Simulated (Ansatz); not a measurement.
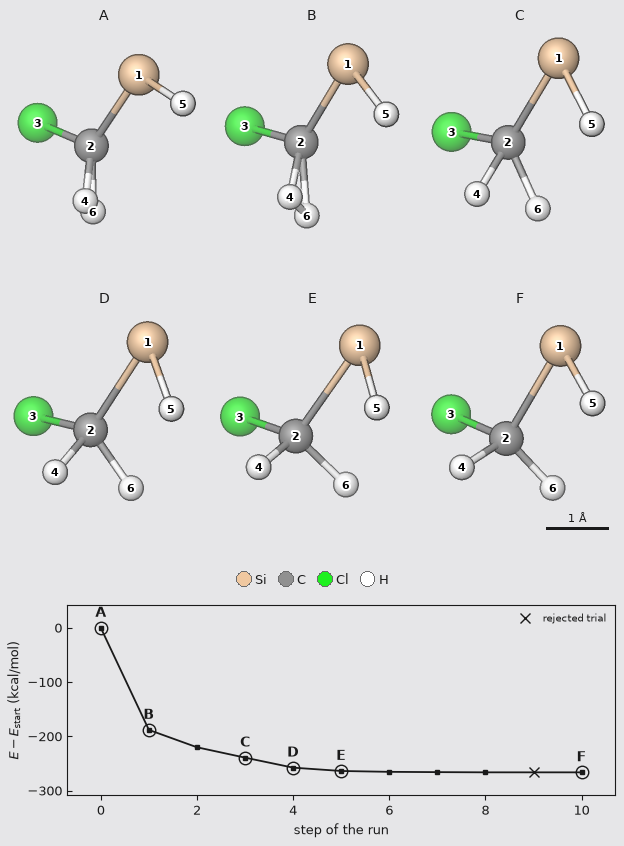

Frames of a relaxation of CH$_{3}$ClSi, marked on the history of the run. The picture is a ball-and-stick view, seen from a free direction.

It is one of the separated reactants of a reaction.

Level of theory: RKS PBE-D4/def2-SVP (Ansatz 0.2.0).

Input file:
```yaml
crystal:
  periodic: [false, false, false]
  atoms:
    - {symbol: Si, position_ang: [-0.529052, 0.134198, -0.673299]}
    - {symbol: C, position_ang: [0.563919, 0.003756, 0.637257]}
    - {symbol: Cl, position_ang: [0.765002, -1.387594, 1.626488]}
    - {symbol: H, position_ang: [0.840227, 0.992695, 0.900421]}
    - {symbol: H, position_ang: [-0.593863, 1.395356, -1.435705]}
    - {symbol: H, position_ang: [1.212163, 0.824473, 0.923136]}
basis:
  gaussian: {orbitals: def2-SVP}
hamiltonian: {xc: pbe, dispersion: d4}
relax: {f_tol: 0.03, max_steps: 250}
```

Command:
```bash
ansatz run in.yaml --threads 2 --pin off --events-out ev --progress --plain --max-ram 4352MiB
```

### Describe the path.

H6 moves most after the best rigid fit: 0.78 Å. Largest moves by element: H 0.78 Å, Si 0.22 Å, C 0.21 Å, Cl 0.15 Å. Near-neighbour distances that change, for instance: H4–H6 0.409 → 1.771 Å, Si1–C2 1.711 → 1.921 Å, C2–Cl3 1.719 → 1.806 Å, Si1–H5 1.475 → 1.556 Å. Bonds break, among them: H4–H6 (0.41 → 1.77 Å). Bond angles that change, for instance: H4–C2–H6 21.9° → 105.3°, C2–Si1–H5 119.3° → 90.2°, Cl3–C2–H4 125.6° → 108.3°. After 9 accepted moves (10 points after the start) the energy has fallen by 266.2 kcal/mol. The largest force component goes from 49 to 0.0062 eV/Å. The line search rejected the trial step at point 9 of the run. From step 0 to 1: H5 moves most (0.20 Å), energy −188.0 kcal/mol. From step 1 to 3: H6 moves most (0.38 Å), energy −51.1 kcal/mol. From step 3 to 4: H6 moves most (0.20 Å), energy −18.4 kcal/mol. From step 4 to 5: H6 moves most (0.19 Å), energy −6.13 kcal/mol. From step 5 to 10: H5 moves most (0.15 Å), energy −2.52 kcal/mol.
